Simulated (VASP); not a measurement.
Band structure of LaSi (relaxed from the CsCl type structure, space group Pm-3m). Calculation: PBEsol GGA, VASP's PBE PAW potentials (set 64) (plane waves; VASP).

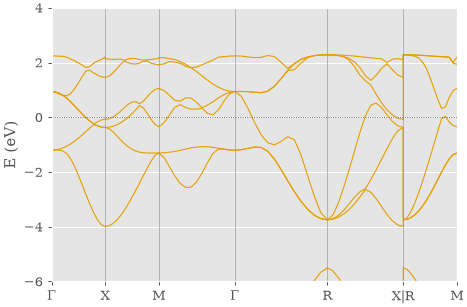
Figure: Bands along high-symmetry lines, zero at the valence-band maximum or, without a gap, the Fermi level

Read the plot: is there a gap, and where are the band edges?

It has no gap at this level: it comes out as a metal or semimetal. (Edges off the drawn lines would not show.)

The structure was generated: LaSi was put into the CsCl type type (Pm-3m), which need not be its known phase. It was relaxed first, which changed the volume by -30 %. The electron count is odd and the run is not spin-polarised, which forces a metal.
